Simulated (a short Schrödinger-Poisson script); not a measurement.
Stack: gated In0.52Al0.48As/In0.53Ga0.47As δ-doped gas in a quantum well, at 20 K.

```csv
layer,material,thickness (nm),Na (cm⁻³)
1,In0.52Al0.48As,8,-
2,In0.52Al0.48As,2,-
3,In0.53Ga0.47As,6,-
4,In0.52Al0.48As,4000,2e14
```

Constants are typed, rounded textbook-type inputs, not results; the design itself was drawn at random and stands for no fabricated device. In0.52Al0.48As: permittivity 12.5, conduction-band edge (eV) 0.52, gap (eV) 1.45, electron mass (mₑ) 0.075, Nv at 300 K (cm⁻³) 1.1e19. In0.53Ga0.47As: permittivity 13.9, conduction-band edge (eV) 0, gap (eV) 0.74, Nv at 300 K (cm⁻³) 7.7e18.

Channel valleys (confinement mass, in-plane density-of-states mass, number): Γ 0.041, 0.041, 1. At the gate the conduction-band edge of layer 1 lies 0.65 eV − eVg above the Fermi level of the channel; the field vanishes at the back. Sheet of ionised δ-doping: +3.3e12 e/cm² at 8 nm from the gate. The barrier under the gate holds no holes. Gaps are held at their typed values at every temperature. Mesh 0.08 nm at interfaces.

From a short Schrödinger-Poisson script (our own, NumPy): 1D Poisson equation in equilibrium, electrons quantum, Hartree (BenDaniel-Duke, 40 states a valley, the channel's in-plane mass for all, wave functions free to enter the barrier), parabolic valleys, classical holes, full ionisation, no traps, pinning or gate leakage.

Only gate voltages with over 1e8 electrons/cm² are shown.

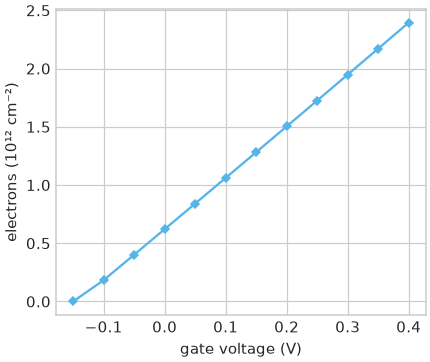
Fig. 1. Sheet density against gate voltage

```csv
Vg (V),electrons (cm⁻²),in the channel layer,C (μF/cm²),Γ E0 (meV),Γ E1 (meV)
0.4,2.40e12,2.21e12,0.719,-139.8,141.8
0.35,2.17e12,2.01e12,0.717,-126.8,157.0
0.3,1.95e12,1.81e12,0.715,-113.7,171.8
0.25,1.73e12,1.60e12,0.713,-100.7,186.5
0.2,1.50e12,1.40e12,0.711,-87.8,201.0
0.15,1.28e12,1.19e12,0.710,-74.8,215.3
0.1,1.06e12,9.88e11,0.708,-62.0,229.5
0.05,8.41e11,7.83e11,0.706,-49.1,243.7
0,6.21e11,5.79e11,0.704,-36.3,257.8
-0.05,4.02e11,3.75e11,0.702,-23.5,271.8
-0.1,1.83e11,1.71e11,0.700,-10.7,285.7
-0.15,2.72e8,2.54e8,0.0363,8.1,305.4
```

Subbands count from the Fermi level.
